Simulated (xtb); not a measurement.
## CH4GeO2: geometry relaxation (part 1 of 3)

CH4GeO2, computed with GFN2-xTB (xtb 6.7.1).

The geometry: force field.

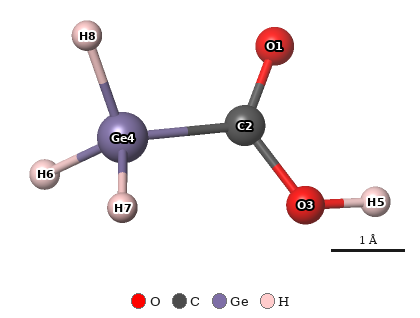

Figure 1. The starting structure (ball-and-stick view, seen at a tilt; atoms are numbered from 1 in the order of the input). Sticks mark near contacts.

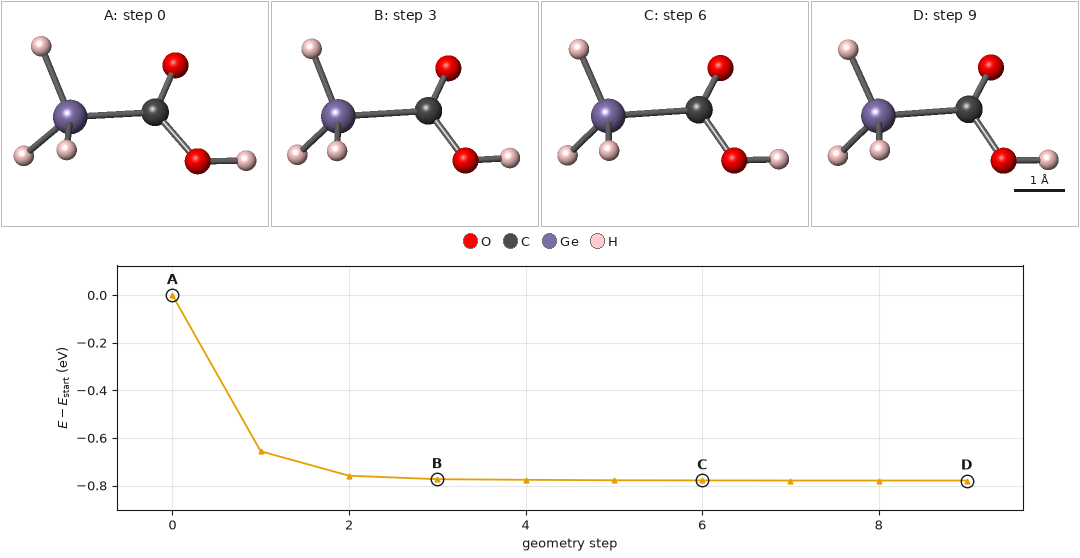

Figure 2. Frames of the relaxation (ball-and-stick view, seen at a tilt) above the curves, on which the letters mark them (steps are counted from 0).

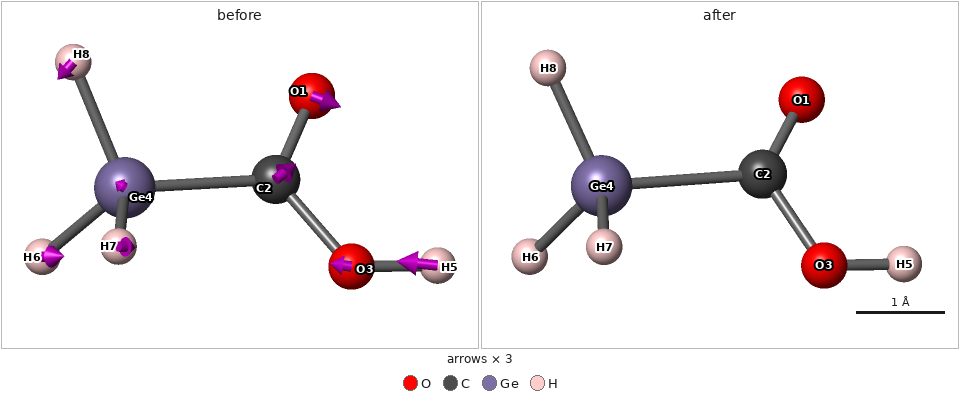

Figure 3. Before (left) and after (right) the relaxation, at one scale (ball-and-stick view, seen at a tilt). The pink arrows give the displacements, magnified 3 times. Over 9 geometry steps the energy falls by 0.779 eV. The atom that moves furthest after the best rigid fit is H5 (0.16 Å). By element the largest moves are H 0.16 Å, O 0.12 Å, C 0.11 Å, Ge 0.04 Å. Distances before and after: C2–Ge4 1.849 → 1.980 Å, O1–C2 1.301 → 1.199 Å, Ge4–H6 1.589 → 1.493 Å, Ge4–H8 1.564 → 1.489 Å. Among the angles that change: C2–O3–H5 120.2° → 111.8°, O3–C2–Ge4 117.4° → 109.2°, O1–C2–Ge4 123.0° → 127.5°. (Atoms are counted from 1 in the order of the input.)

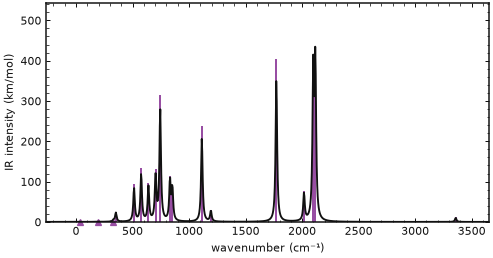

Figure 4. Harmonic infrared spectrum, unscaled: sticks (degenerate modes added up, dark ones marked on the axis) with a Lorentzian envelope of 16 cm⁻¹ full width, scaled to the tallest stick. 18 modes from 31 to 3359 cm⁻¹, none imaginary. The strongest line is at 2117 cm⁻¹ (435 km/mol).

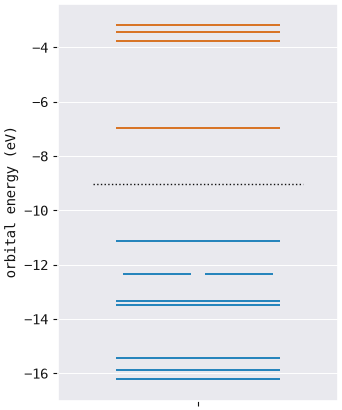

Figure 5. Orbital energies near the frontier; the dotted line parts filled from empty levels, and levels within 0.02 eV of each other stand side by side. Highest filled −11.11 eV, lowest empty −6.97 eV, 4.14 eV apart.

The input and output of the run follow.

### Input file (input.sdf)
```

     RDKit          3D

  8  7  0  0  0  0  0  0  0  0999 V2000
    0.8291   -1.0153    1.4211 O   0  0  0  0  0  0  0  0  0  0  0  0
    0.6302   -0.2259    0.4061 C   0  0  0  0  0  0  0  0  0  0  0  0
    1.6926    0.4481   -0.1482 O   0  0  0  0  0  0  0  0  0  0  0  0
   -1.0371    0.0492   -0.3445 Ge  0  0  0  0  0  4  0  0  0  0  0  0
    2.6541    0.3237    0.2403 H   0  0  0  0  0  0  0  0  0  0  0  0
   -1.8028    1.2454    0.3689 H   0  0  0  0  0  0  0  0  0  0  0  0
   -0.9560    0.3458   -1.8513 H   0  0  0  0  0  0  0  0  0  0  0  0
   -1.9181   -1.2282   -0.1483 H   0  0  0  0  0  0  0  0  0  0  0  0
  2  1  2  0
  3  2  1  0
  4  2  1  0
  5  3  1  0
  6  4  1  0
  7  4  1  0
  8  4  1  0
M  END
$$$$
```

Launched with:
```bash
xtb input.sdf --ohess --uhf 0 --json --gfn 2 > run.log
```

### What the program printed
```
* xtb version 6.7.1
   ID    Z sym.   atoms
    1    8 O      1, 3
    2    6 C      2
    3   32 Ge     4
    4    1 H      5-8

           -------------------------------------------------
          |                Calculation Setup                |
           -------------------------------------------------

          program call               : xtb input.sdf --ohess --uhf 0 --json --gfn 2
          coordinate file            : input.sdf
          omp threads                :                     1

           -------------------------------------------------
          |                 G F N 2 - x T B                 |
           -------------------------------------------------

      * Hamiltonian:
        H0-scaling (s, p, d)           1.850000    2.230000    2.230000
        zeta-weighting                 0.500000
      * Dispersion:
        s8                             2.700000
        a1                             0.520000
        a2                             5.000000
        s9                             5.000000
      * Repulsion:
        kExp                           1.500000    1.000000
        rExp                           1.000000
      * Coulomb:
        alpha                          2.000000
        third order                    shell-resolved
        anisotropic                    true
        a3                             3.000000
        a5                             4.000000
        cn-shift                       1.200000
        cn-exp                         4.000000
        max-rad                        5.000000

          ...................................................
          :                      SETUP                      :
          :.................................................:
          :  # basis functions                  26          :
          :  # atomic orbitals                  25          :
          :  # shells                           13          :
          :  # electrons                        24          :
          :  max. iterations                   250          :
          :  Hamiltonian                  GFN2-xTB          :
          :  restarted?                      false          :
          :  GBSA solvation                  false          :
          :  PC potential                    false          :
          :  electronic temp.          300.0000000     K    :
          :  accuracy                    1.0000000          :
          :  -> integral cutoff          0.2500000E+02      :
          :  -> integral neglect         0.1000000E-07      :
          :  -> SCF convergence          0.1000000E-05 Eh   :
          :  -> wf. convergence          0.1000000E-03 e    :
          :  Broyden damping             0.4000000          :
          :  net charge                          0          :
          :  unpaired electrons                  0          :
          ...................................................

 iter      E             dE          RMSdq      gap      omega  full diag
   1    -14.1179101 -0.141179E+02  0.501E+00    4.13       0.0  T
   2    -14.1759910 -0.580809E-01  0.709E+00    3.07       1.0  T
   3    -14.2466102 -0.706191E-01  0.446E+00    3.36       1.0  T
   4    -14.2519113 -0.530115E-02  0.125E+00    3.33       1.0  T
   5    -14.2582500 -0.633873E-02  0.211E-01    3.50       1.0  T
   6    -14.2582876 -0.375883E-04  0.800E-02    3.48       1.0  T
   7    -14.2583117 -0.240622E-04  0.236E-02    3.49       1.5  T
   8    -14.2583120 -0.327252E-06  0.168E-02    3.49       2.1  T
   9    -14.2583121 -0.116568E-06  0.257E-03    3.49      13.7  T
  10    -14.2583121  0.965692E-09  0.871E-04    3.49      40.6  T
  11    -14.2583121 -0.289057E-08  0.353E-04    3.49     100.2  T

   *** convergence criteria satisfied after 11 iterations ***

         #    Occupation            Energy/Eh            Energy/eV
      -------------------------------------------------------------
         1        2.0000           -0.7445289             -20.2597
       ...           ...                  ...                  ...
         6        2.0000           -0.5683918             -15.4667
         7        2.0000           -0.5523744             -15.0309
         8        2.0000           -0.4877843             -13.2733
         9        2.0000           -0.4787128             -13.0264
        10        2.0000           -0.4539889             -12.3537
        11        2.0000           -0.4501043             -12.2480
        12        2.0000           -0.4209713             -11.4552 (HOMO)
        13                         -0.2927811              -7.9670 (LUMO)
        14                         -0.1504363              -4.0936
        15                         -0.1273030              -3.4641
        16                         -0.1227417              -3.3400
        17                         -0.0612913              -1.6678
       ...                                ...                  ...
        25                          0.9503195              25.8595
      -------------------------------------------------------------
                  HL-Gap            0.1281902 Eh            3.4882 eV
             Fermi-level           -0.3568762 Eh           -9.7111 eV

 SCC (total)                   0 d,  0 h,  0 min,  0.004 sec
 SCC setup                      ...        0 min,  0.000 sec (  1.717%)
 Dispersion                     ...        0 min,  0.000 sec (  0.849%)
 classical contributions        ...        0 min,  0.000 sec (  0.185%)
 integral evaluation            ...        0 min,  0.000 sec ( 13.654%)
 iterations                     ...        0 min,  0.002 sec ( 56.020%)
 molecular gradient             ...        0 min,  0.001 sec ( 24.312%)
 printout                       ...        0 min,  0.000 sec (  2.893%)

         :::::::::::::::::::::::::::::::::::::::::::::::::::::
         ::                     SUMMARY                     ::
         :::::::::::::::::::::::::::::::::::::::::::::::::::::
         :: total energy             -14.196276784333 Eh    ::
         :: gradient norm              0.203521392463 Eh/a0 ::
         :: HOMO-LUMO gap              3.488232232156 eV    ::
         ::.................................................::
         :: SCC energy               -14.258310359281 Eh    ::
         :: -> isotropic ES            0.045114582561 Eh    ::
         :: -> anisotropic ES          0.000615714801 Eh    ::
         :: -> anisotropic XC          0.000691562536 Eh    ::
         :: -> dispersion             -0.003606020664 Eh    ::
         :: repulsion energy           0.062033574948 Eh    ::
         :: add. restraining           0.000000000000 Eh    ::
         :: total charge              -0.000000000000 e     ::
         :::::::::::::::::::::::::::::::::::::::::::::::::::::

      -----------------------------------------------------------
     |                   =====================                   |
     |                        A N C O P T                        |
     |                   =====================                   |
     |               Approximate Normal Coordinate               |
     |                Rational Function Optimizer                |
      -----------------------------------------------------------

          ...................................................
          :                      SETUP                      :
          :.................................................:
          :   optimization level            normal          :
          :   max. optcycles                   200          :
          :   ANC micro-cycles                  20          :
          :   degrees of freedom                18          :
          :.................................................:
          :   RF solver                   davidson          :
          :   write xtbopt.log                true          :
          :   linear?                        false          :
          :   energy convergence         0.5000000E-05 Eh   :
          :   grad. convergence          0.1000000E-02 Eh/α :
          :   maximum RF displ.          1.0000000          :
          :   Hlow (freq-cutoff)         0.1000000E-01      :
          :   Hmax (freq-cutoff)         5.0000000          :
          :   S6 in model hess.         20.0000000          :
          ...................................................

generating ANC from exact Hessian ...
Using Lindh-Hessian (1995)
 Shifting diagonal of input Hessian by    7.3458427583580743E-003
 Lowest  eigenvalues of input Hessian
    0.000000    0.000000    0.000000    0.000000    0.000000    0.000000
    0.010000    0.013545    0.015146    0.016045    0.017914    0.019380
    0.028866    0.060419    0.084074    0.096166    0.142419    0.309706
 Highest eigenvalues
    0.367010    0.436681    0.602682    0.918723    1.476150    1.831803

........................................................................
.............................. CYCLE    1 ..............................
........................................................................

 iter      E             dE          RMSdq      gap      omega  full diag
   1    -14.2583121 -0.142583E+02  0.772E-05    3.49       0.0  T
   2    -14.2583121 -0.364864E-11  0.368E-05    3.49     960.4  T
   3    -14.2583121  0.946798E-12  0.555E-05    3.49     636.6  T
     SCC iter.                  ...        0 min,  0.001 sec
     gradient                   ...        0 min,  0.001 sec
 * total energy  :   -14.1962768 Eh     change       -0.3188205E-09 Eh
   gradient norm :     0.2035258 Eh/α   predicted     0.0000000E+00 (-100.00%)
   displ. norm   :     0.2479462 α      lambda       -0.3436195E-01
   maximum displ.:     0.1270684 α      in ANC's #10, #11, #16, ...

........................................................................
.............................. CYCLE    2 ..............................
........................................................................

 iter      E             dE          RMSdq      gap      omega  full diag
   1    -14.3022022 -0.143022E+02  0.786E-01    3.98       0.0  T
   2    -14.3023369 -0.134676E-03  0.573E-01    3.96       1.0  T
   3    -14.3022198  0.117054E-03  0.238E-01    3.99       1.0  T
   4    -14.3024060 -0.186139E-03  0.628E-02    3.97       1.0  T
   5    -14.3024155 -0.955247E-05  0.171E-02    3.97       2.1  T
   6    -14.3024155 -0.686390E-08  0.524E-03    3.97       6.7  T
   7    -14.3024156 -0.563307E-07  0.238E-03    3.97      14.8  T
   8    -14.3024156 -0.855859E-08  0.436E-04    3.97      81.1  T
   9    -14.3024156 -0.141931E-09  0.154E-04    3.97     229.6  T
     SCC iter.                  ...        0 min,  0.001 sec
     gradient                   ...        0 min,  0.001 sec
 * total energy  :   -14.2203697 Eh     change       -0.2409290E-01 Eh
   gradient norm :     0.0737752 Eh/α   predicted    -0.1823721E-01 ( -24.30%)
   displ. norm   :     0.2112041 α      lambda       -0.8858991E-02
   maximum displ.:     0.1143209 α      in ANC's #10, #11, #8, ...

........................................................................
.............................. CYCLE    3 ..............................
........................................................................
```
